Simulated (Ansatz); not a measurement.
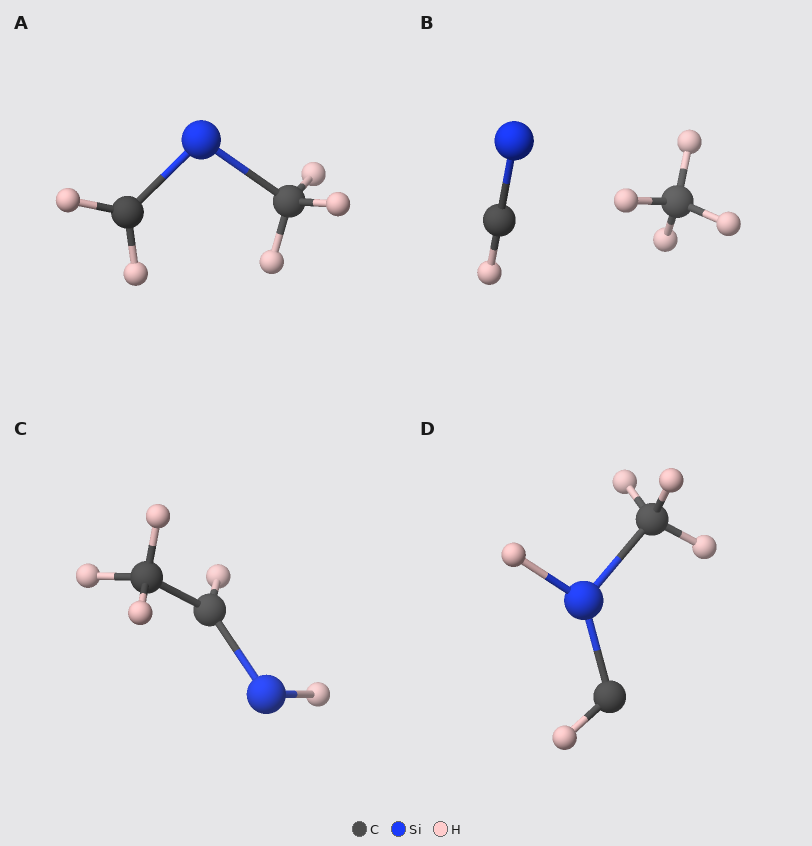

4 stationary structures of one formula. Charge −1, singlet. Geometries: PBE-D4/def2-SVPD. Electronic energies: PBE-D4/def2-SVPD (Ansatz 0.2.0), without zero-point energy. No frequency run is at hand to confirm each as a minimum. Each is one conformer, not always the lowest.

> Which structure is the most stable?

A is lowest; C lies 19.5 kJ/mol above it (Cs), B lies 103.4 kJ/mol above it, D lies 143.4 kJ/mol above it (Cs).
